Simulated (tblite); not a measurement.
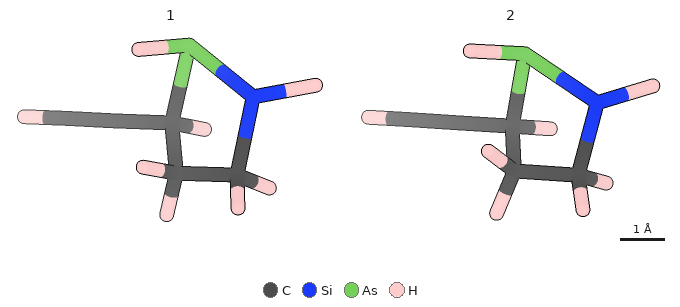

Two geometries of C5H8AsSi (multiplicity 2), drawn at one scale. One is the start of a relaxation, the other its converged end. A stick model, seen at a tilt.

Method: GFN2-xTB geometry optimisation, gas phase in tblite 0.8.0. 

**Which of the two is the end point?**

Structure 1 is the relaxed one. Over 73 geometry steps the energy falls by 15.4 kcal/mol. An H atom moves most after the best rigid fit: 0.41 Å. Largest moves by element: H 0.41 Å, As 0.31 Å, C 0.18 Å, Si 0.18 Å. Some distances before and after: As–H 1.587 → 1.514 Å, C–Si 1.882 → 1.927 Å, C–H 1.118 → 1.096 Å, C–C 1.219 → 1.199 Å. Bond angles that change, for instance: C–C–As 98.4° → 111.9°, C–As–H 104.8° → 93.6°, Si–As–H 103.6° → 93.0°. Cost: 1.9 s on 1 thread of Intel(R) Xeon(R) Processor @ 2.50GHz, with other jobs on the host.
